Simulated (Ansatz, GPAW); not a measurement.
# Cutoff, mesh and smearing for a 6-layer slab of Ir(100), part 3 of 3

Wanted: a convergence study on the slab a 6-layer slab of Ir(100).

GPAW 26.7.0 and Ansatz 0.2.0; Ansatz plane waves; slab in vacuum with a dipole correction, relaxation (the session's first sound run).

So far, upper work function (eV): step 2 (relaxation, PBE) 5.56; step 3 (the slab's potential, PBE, GPAW) 5.55; step 6 (cutoff 700: ecut = 700, PBE, GPAW) 5.55; step 9 (K mesh 18×18: kpts = [18, 18], PBE, GPAW) 5.54.

## Step 10: Scheme Methfessel-Paxton of order 0 (Gaussian), smearing 0.1

Level of this step: GPAW, PAW setups; slab in vacuum (GPAW).

Smearing changes the occupations near the Fermi level, and with them the level itself. Smearing helps the SCF of a metal converge, but it blurs occupations at band edges near the Fermi level.

run.py reads:

```python
import json
import numpy as np
from ase import Atoms
from gpaw import GPAW, PW

slab = Atoms(
    ['Ir', 'Ir', 'Ir', 'Ir', 'Ir', 'Ir'],
    positions=[
        [1.35765, 1.35765, 7.00000],
        [0.00000, 0.00000, 8.92000],
        [1.35765, 1.35765, 10.84000],
        [0.00000, 0.00000, 12.80194],
        [1.35765, 1.35765, 14.76223],
        [0.00000, 0.00000, 16.60923]],
    cell=[[2.71529, 0.0, 0.0], [0.0, 2.71529, 0.0], [0.0, 0.0, 23.6]],
    pbc=[True, True, False])

slab.calc = GPAW(mode=PW(400), xc='PBE', kpts={'size': (12, 12, 1), 'gamma': True},
                 occupations={'name': 'methfessel-paxton', 'width': 0.1}, nbands='140%',
                 convergence={'density': 1e-05}, maxiter=200,
                 poissonsolver={'dipolelayer': 'xy'},
                 symmetry={'tolerance': 1e-3}, txt='slab.txt')
result = {}
energy = slab.get_potential_energy()
fermi = slab.calc.get_fermi_level()
v = slab.calc.get_electrostatic_potential().mean((0, 1)) - fermi
n = slab.calc.get_pseudo_density().mean((0, 1))
L = slab.cell[2, 2]
z = np.arange(len(v)) * L / len(v)
low, high = slab.positions[:, 2].min(), slab.positions[:, 2].max()
below, above = np.interp([low - 4.8, high + 4.8], z, v)
slopes = [np.interp(x, z, np.gradient(v, z)) for x in (low - 4.8, high + 4.8)]
eps = np.array([[slab.calc.get_eigenvalues(k, s) for k in range(len(slab.calc.get_ibz_k_points()))]
                for s in range(slab.calc.get_number_of_spins())]) - fermi
top, bottom = eps[eps < 0].max(), eps[eps > 0].min()
dipole = slab.get_dipole_moment()[2]
print(f'energy {energy:.4f} eV, Fermi level {fermi:.4f} eV, dipole {dipole:.5f} e A')
print(f'potential 4.8 A off the faces, from the Fermi level: lower {below:.4f} eV, upper {above:.4f} eV')
print(f'slope of the potential there: lower {slopes[0]:.5f}, upper {slopes[1]:.5f} eV/A')
print(f'nearest levels on the mesh: {top:.4f} and {bottom:.4f} eV')
print('magnetic moment', round(slab.get_magnetic_moment(), 3))
result.update(energy=energy, fermi=fermi, dipole=dipole, below=below, above=above, slopes=slopes, edges=[top, bottom],
              z=z.tolist(), v=v.tolist(), n=n.tolist(), positions=slab.positions.tolist(),
              forces=slab.get_forces(apply_constraint=False).tolist(), moments=slab.get_magnetic_moments().tolist())
json.dump(result, open('result.json', 'w'))
```

Run with:

```bash
OMP_NUM_THREADS=1 OPENBLAS_NUM_THREADS=1 python run.py
```

Output:

```text
energy -53.4513 eV, Fermi level 4.3794 eV, dipole -0.00044 e A
potential 4.8 A off the faces, from the Fermi level: lower 5.5487 eV, upper 5.5605 eV
slope of the potential there: lower -0.00050, upper 0.00051 eV/A
nearest levels on the mesh: -0.0037 and 0.0143 eV
magnetic moment 0.0
```

Run time: 3.9 min. Hardware: 1 thread of Arm Neoverse V1, shared host; peak memory 0.27 GiB.

Numbers from this step:

```
dipole along the normal                    : -4.43e-4 e·Å
levels nearest the Fermi level on the mesh : -0.003696, 0.01431 eV from the Fermi level
upper work function                        : 5.561 eV
lower work function                        : 5.549 eV
```

The upper face's work function is 5.561 eV, against 5.546 eV in the first plane-wave PBE run at this geometry.

## Step 11: Cost and result by level

Times are for 1 thread of Arm Neoverse V1, shared host. The series side by side:

```tsv
no.	run	upper work function (eV)	lower work function (eV)	time	memory (GiB)
1	pw	5.546	5.536	3.6 min	0.27
2	cutoff 700	5.546	5.536	11 min	0.47
3	k mesh 18×18	5.543	5.531	7.2 min	0.37
4	scheme Methfessel-Paxton of order 0 (Gaussian), smearing 0.1	5.561	5.549	3.9 min	0.27
```

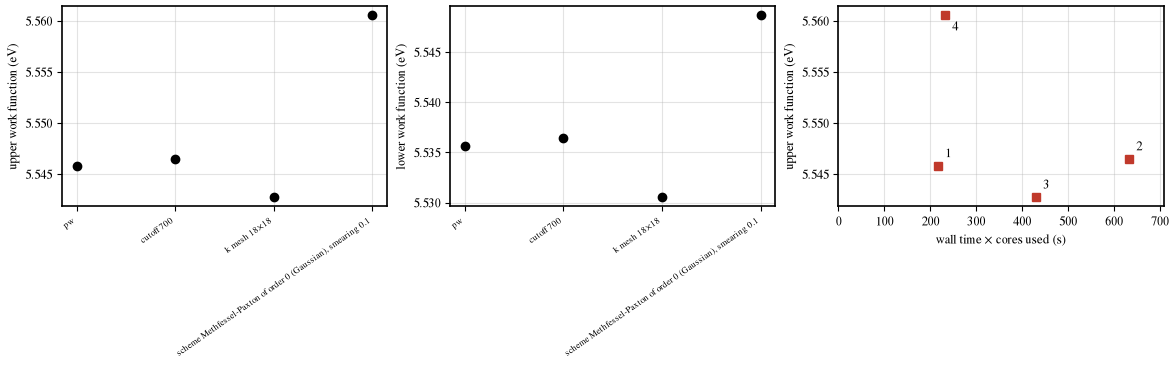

The series as plots; the last panel sets the first result against cost, with the runs numbered as in the table.

## Step 12: Without the dipole layer

The dipole layer is taken out and the cell repeats along the normal.

run.py: that of step 10 with these lines changed.

```diff
@@ -15,8 +15,7 @@
     cell=[[2.71529, 0.0, 0.0], [0.0, 2.71529, 0.0], [0.0, 0.0, 23.6]],
-    pbc=[True, True, False])
+    pbc=[True, True, True])
 
 slab.calc = GPAW(mode=PW(400), xc='PBE', kpts={'size': (12, 12, 1), 'gamma': True},
-                 occupations={'name': 'methfessel-paxton', 'width': 0.1}, nbands='140%',
+                 occupations={'name': 'fermi-dirac', 'width': 0.1}, nbands='140%',
                  convergence={'density': 1e-05}, maxiter=200,
-                 poissonsolver={'dipolelayer': 'xy'},
                  symmetry={'tolerance': 1e-3}, txt='slab.txt')
```

Output:

```text
energy -53.4486 eV, Fermi level 4.3866 eV, dipole -0.00085 e A
potential 4.8 A off the faces, from the Fermi level: lower 5.5386 eV, upper 5.5427 eV
slope of the potential there: lower -0.00143, upper -0.00042 eV/A
nearest levels on the mesh: -0.0036 and 0.0136 eV
magnetic moment 0.0
```

Elapsed: 3.5 min, on 1 thread; peak memory 0.27 GiB.

The run finished with changed settings (dipole = false and pbc_z = true); it serves as a test.

Side by side:

```tsv
quantity	this run	sound run	difference
upper work function (eV)	5.5427	5.5458	-0.00312
lower work function (eV)	5.5386	5.5356	0.00301
```

## Step 13: Side by side

Results and costs are gathered.

This step: comparison of work functions, dipole and cost (GPAW 26.7.0).

Ladder, by row:

```tsv
step	code	work function, upper (eV)	work function, lower (eV)	dipole (e Å)	wall time (s)	peak memory (GiB)	threads
pw	GPAW	5.546	5.536	-3.75e-4	217.2	0.27	1
ecut200	GPAW	5.575	5.564	-1.87e-4	85.44	0.18	1
ecut300	GPAW	5.554	5.543	-3.58e-4	137.2	0.22	1
ecut700	GPAW	5.546	5.536	-3.68e-4	632.8	0.47	1
k4	GPAW	5.321	5.309	-4.49e-4	64.34	0.19	1
k7	GPAW	5.586	5.571	-5.80e-4	85.08	0.21	1
k18	GPAW	5.543	5.531	-4.56e-4	431.2	0.37	1
smear	GPAW	5.561	5.549	-4.43e-4	232.5	0.27	1
nodip	GPAW	5.543	5.539	-8.55e-4	208	0.27	1
```

## Step 14: Summary of results

```json
{"work function, upper and lower face": "5.546 and 5.536 eV", "dipole along the normal": "-3.8e-4 e Å"}
```

What this shows: With plane waves and PBE the work function is 5.55 eV on the upper face and 5.54 eV on the lower. The measured value for this face is 5.96 eV (as compiled in "Anisotropic work function of elemental crystals", 2019, arxiv:1902.07811); the relaxed upper face lies 0.41 eV under it with PBE. Measured work functions scatter by a tenth of an eV or more between methods. The clean face reconstructs (W and Mo (100) only when cold), while this slab is an unreconstructed 1×1 cell, so the two are not the same surface. The other smearing (Gaussian of 0.1 eV in place of Fermi-Dirac of 0.1) moves the two faces by 0.015 and 0.013 eV on the same mesh; a mesh is converged only for its smearing. Over the sound runs of the table the upper face's work function spans 5.543 (k18) to 5.561 eV (smear). The small printed dipole stands for a step of 9.2 meV from the lower to the upper face, and the probes find 10 meV; values this small are near the numerical noise of both. The in-plane lattice was kept as typed, which isn't the functional's own and leaves some strain; spin-orbit coupling and temperature are left out.

[Logs are printed without paths, hosts, clocks, repeated set-up lines and the standing remarks that a program may print on its own settings, such as how far it seeks lower states.]

[Hosts, paths, dates, database ids (printed as entryN), source tags and the programs' standing remarks are cut or masked in the printed files.]
